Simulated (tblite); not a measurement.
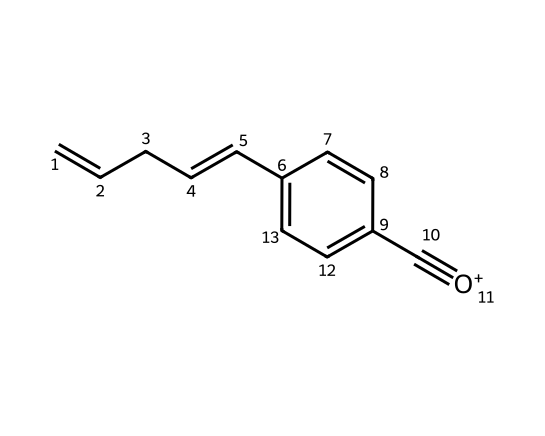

Skeletal drawing with numbered atoms; wedges and dashes mark any stereocentres. The configuration is that of a computed structure (GFN2-xTB).

Assign CIP descriptors.

C4=C5: E.

Write the isomeric SMILES.

C=CC/C=C/c1ccc(C#[O+])cc1
